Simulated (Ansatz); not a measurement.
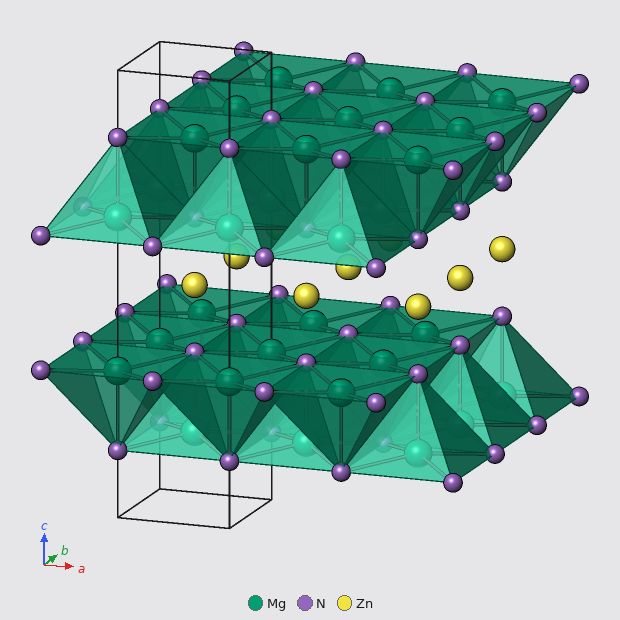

Polyhedra are drawn about Mg (bonds: Mg–N below 2.5 Å); other atoms are plain spheres.

The compound is Mg₂ZnN₂ (space group I4/mmm, No. 139), taken as the end point of a relaxation with DFT PBE, scalar-relativistic, plane waves, PAW (Ansatz 0.2.0); the starting structure was generated, so it need not be a known form of this composition.

Sharing among the drawn polyhedra:

```tsv
site	polyhedron	corner-sharing neighbours	edge-sharing	face-sharing	bond (Å)
Mg	MgN5 square pyramid	4	8	0	2.17–2.25
```

They form layers of corner- and edge-sharing square pyramids parallel to (001). Their corner atoms also have Zn as close neighbours (those links are not drawn).
